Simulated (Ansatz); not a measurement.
# H4OSSi: basis-set convergence

Aim: see how fast density functionals converge with the basis set for H4OSSi.

Computed with Ansatz 0.2.0, Gaussian basis. Level: one geometry, several basis sets.

Plan: PBE0-D4/def2-SVP; ωB97M-V/def2-SVP; PBE0-D4/def2-QZVPP; ωB97M-V/def2-QZVPP; the functionals' def2-TZVPP values are taken from earlier runs.

## Step 1: Structure used throughout

An earlier PBE0-D4 in a triple-zeta def2 set relaxation fixed the geometry.

SMILES `O[SiH2]S`, 7 atoms, charge 0, spin multiplicity 1.

Atoms are counted from 1 here; the program's logs count them from 0.

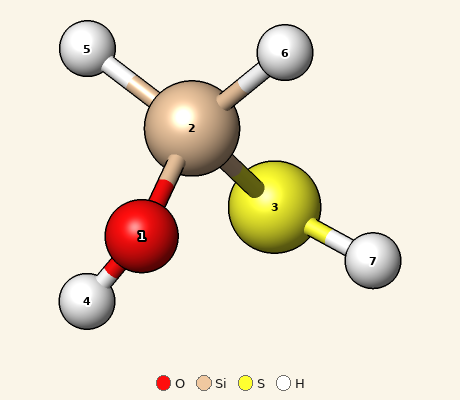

The structure; oxygen red, silicon light orange, sulfur yellow, hydrogen white; atoms are numbered from 1 in the order of the file.

## Step 2: PBE0-D4 in def2-SVP

Contents of in.yaml:

```yaml
crystal:
  periodic: [false, false, false]
  atoms:
    - {symbol: O, position_ang: [-1.434573, -0.381955, 0.184855]}
    - {symbol: Si, position_ang: [-0.047545, 0.496498, 0.172960]}
    - {symbol: S, position_ang: [1.565255, -0.475672, -0.828761]}
    - {symbol: H, position_ang: [-1.745321, -0.722394, -0.656092]}
    - {symbol: H, position_ang: [-0.184935, 1.770495, -0.576251]}
    - {symbol: H, position_ang: [0.257218, 0.727894, 1.600361]}
    - {symbol: H, position_ang: [1.651104, -1.482966, 0.057228]}
basis:
  gaussian: {orbitals: def2-SVP}
hamiltonian: {xc: pbe0, dispersion: d4}
output: {orbitals: {seedname: orbitals}}
```

Launch:

```sh
$ ansatz run in.yaml --threads 2 --pin off --events-out ev --progress --plain --max-ram 4352MiB
```

Further steps of the session: ωB97M-V in def2-SVP; PBE0-D4 in def2-QZVPP; ωB97M-V in def2-QZVPP.

**Question.** What will the summary of the whole plan be? Wanted: PBE0-D4: double and triple zeta above quadruple; ωB97M-V: double and triple zeta above quadruple.

The runs gave:

| quantity | value |
| --- | --- |
| PBE0-D4: double and triple zeta above quadruple | 10.15, 0.74 eV |
| ωB97M-V: double and triple zeta above quadruple | 10.17, 0.70 eV |

**Reading.** PBE0-D4 gains 9.41 eV from double to triple zeta, then 0.74 eV more. Total energies overstate the basis error of differences, where much of it tends to cancel. The LUMO of ωB97M-V is positive and keeps falling with the basis (2.76 to 1.38 eV): an unbound level that the basis holds in place.
